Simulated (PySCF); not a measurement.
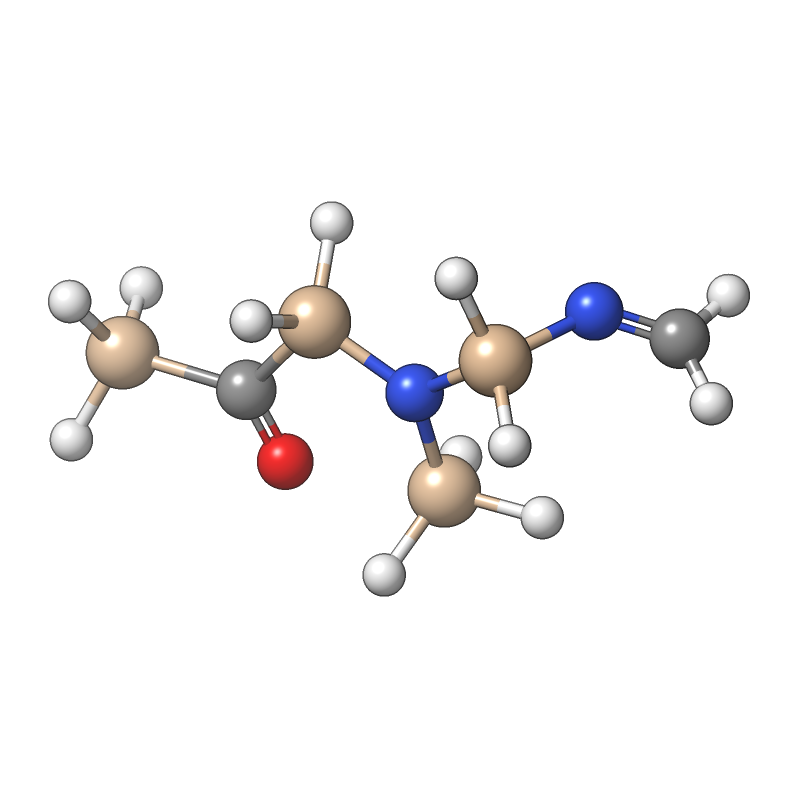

Ball-and-stick drawing of a structure. Multiple sticks mark multiple bonds (one Kekulé form). Colours: carbon grey, nitrogen blue, silicon light orange, oxygen red, hydrogen white.

The computed structure is the end point of a GFN2-xTB optimisation. No frequency run is at hand to confirm it as a minimum.

Identify the structure.

The molecule is C₂H₁₂N₂OSi₄. Its SMILES string is `C=N[SiH2]N([SiH3])[SiH2]C(=O)[SiH3]`. It has no ring. Among its groups: imine, Si–H bond, Si–N bond. The point group is C1. Coordination: 2 C trigonal planar; 1 N bent; 4 Si tetrahedral; 1 N trigonal planar.

More results for the same structure follow; atom numbers are the same in all pictures, views and colours differ.

### Geometry

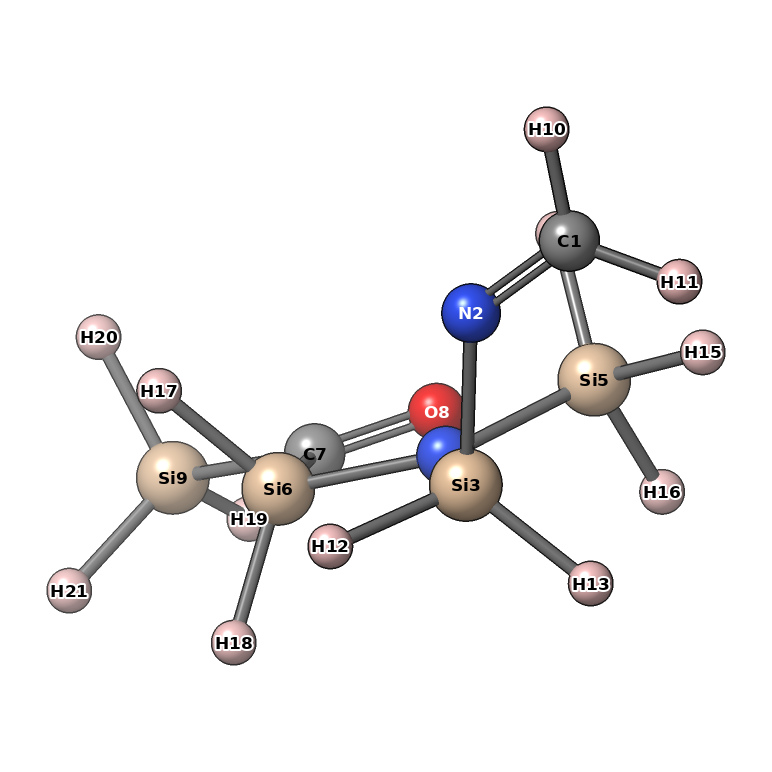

N4 lies behind Si3. The molecule seen nearly along the Si3–N4 bond, Si3 in front. Atoms fade into the background with distance from the viewer. No frequency run is at hand to confirm it as a minimum.

What is the torsion angle N2–Si3–N4–Si5? The sign is positive where the front bond must turn clockwise to cover the back bond.

Answer. 69°, synclinal (gauche).

### Electronic properties

No frequency run is at hand to confirm it as a minimum. Properties computed with PBE0/pcSseg-1, gas phase (PySCF 2.14.0).

What does the calculation give?

- dipole moment: 1.17 D
- HOMO energy (Kohn–Sham orbital): −6.81 eV
- LUMO energy (Kohn–Sham orbital): −2.17 eV
- HOMO–LUMO gap: 4.64 eV

### NMR shielding

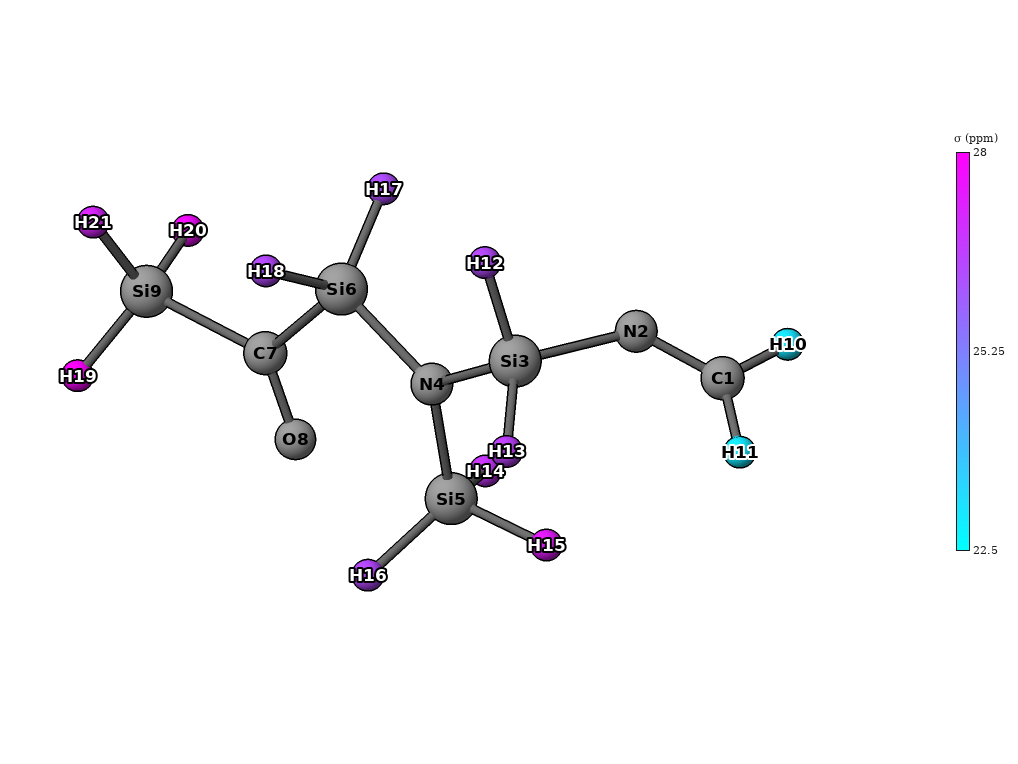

Atoms are coloured by their isotropic NMR shieldings (H only, the others grey). No frequency run is at hand to confirm it as a minimum. Properties computed with GIAO PBE0/pcSseg-1 NMR shielding, non-relativistic, gas phase (PySCF 2.14.0).

Which H atom is the most shielded (lowest chemical shift)?

Answer. H19 (27.95 ppm).

Which H atom is the least shielded (highest chemical shift)?

Answer. H11 (22.98 ppm).

How wide is the range of H shifts?

Answer. 4.97 ppm.

List the isotropic NMR shieldings of the H atoms.

```json
{"atom": "H10", "σ (ppm)": "23.07"}
{"atom": "H11", "σ (ppm)": "22.98"}
{"atom": "H12", "σ (ppm)": "26.39"}
{"atom": "H13", "σ (ppm)": "26.59"}
{"atom": "H14", "σ (ppm)": "26.83"}
{"atom": "H15", "σ (ppm)": "27.42"}
{"atom": "H16", "σ (ppm)": "26.43"}
{"atom": "H17", "σ (ppm)": "26.32"}
{"atom": "H18", "σ (ppm)": "26.40"}
{"atom": "H19", "σ (ppm)": "27.95"}
{"atom": "H20", "σ (ppm)": "27.74"}
{"atom": "H21", "σ (ppm)": "27.15"}
```

### Bond orders

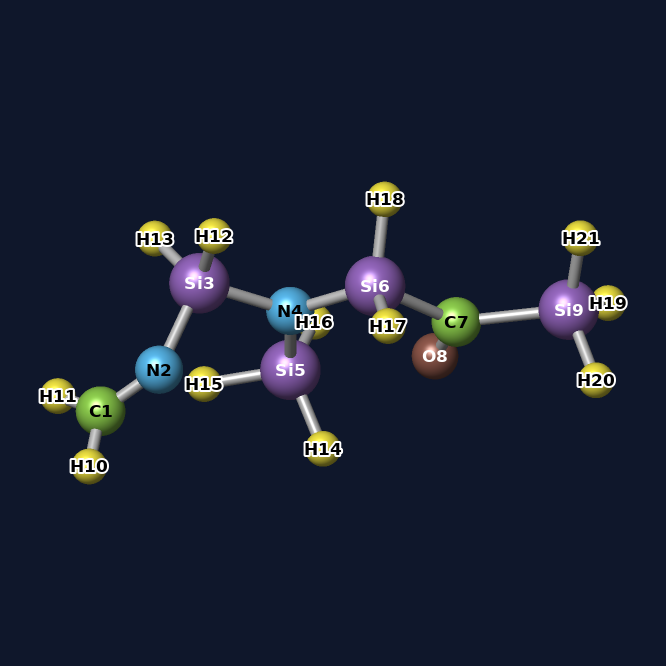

Every bond is drawn as one stick. No frequency run is at hand to confirm it as a minimum. Computed with PBE0/pcSseg-1 (PySCF 2.14.0).

Which bond between heavy atoms has the highest Mayer bond order?

Answer. C1–N2, 1.95, at a length of 1.247 Å.

List the Mayer bond orders of C1–N2, N2–Si3, Si3–N4, N4–Si5, N4–Si6, Si6–C7, C7–O8, C7–Si9 (bonds between heavy atoms, one of each equivalent set).

```csv
bond,Mayer order,length (Å)
C1–N2,1.95,1.247
N2–Si3,0.98,1.723
Si3–N4,0.88,1.743
N4–Si5,0.80,1.773
N4–Si6,1.00,1.708
Si6–C7,0.79,1.914
C7–O8,1.80,1.220
C7–Si9,0.83,1.921
```

The geometry is semi-empirical. Around Si such bond lengths and angles can be off by a tenth of an ångström or more and by several degrees, and values that hang on the shape move with them.
